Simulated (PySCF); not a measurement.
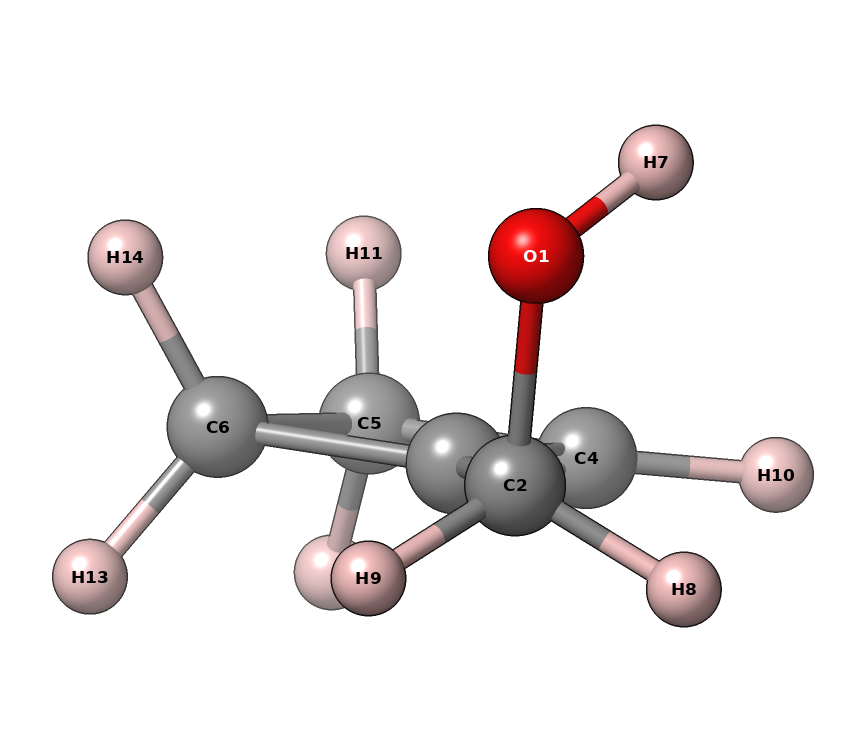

C3 lies behind C2. The molecule seen a little off the C2–C3 bond, C2 in front. Depth is shown by fading: the farther an atom, the more it takes the colour of the background. Geometry: an image of a reaction path computed with GFN2-xTB, not a minimum.

Q: What is the torsion angle O1–C2–C3–C6? The sign is positive where the front bond must turn clockwise to cover the back bond.

A: −83°, about perpendicular.
